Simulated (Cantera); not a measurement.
Charge: 1 mol CHF₃, 0.35 mol H₂, at 0.000670 bar.

These are equilibrium values from Cantera (NASA tables, ideal gas, pure condensed phases), not measurements of a reactor. Candidate condensed phases: C, C₆H₆, C₇H₈, C₈H₁₈; 95 gas species. Kinetics and transport are ignored.

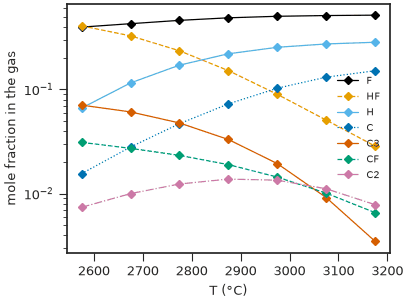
*Equilibrium gas composition (values under 1e-9 drawn at 1e-9)*

Q: Read off the mole fractions at 3175 °C.

A: F about 0.52, H about 0.28, C about 0.15, HF about 0.029, C₂ about 0.0078, CF about 0.0066, C₃ about 0.0035.
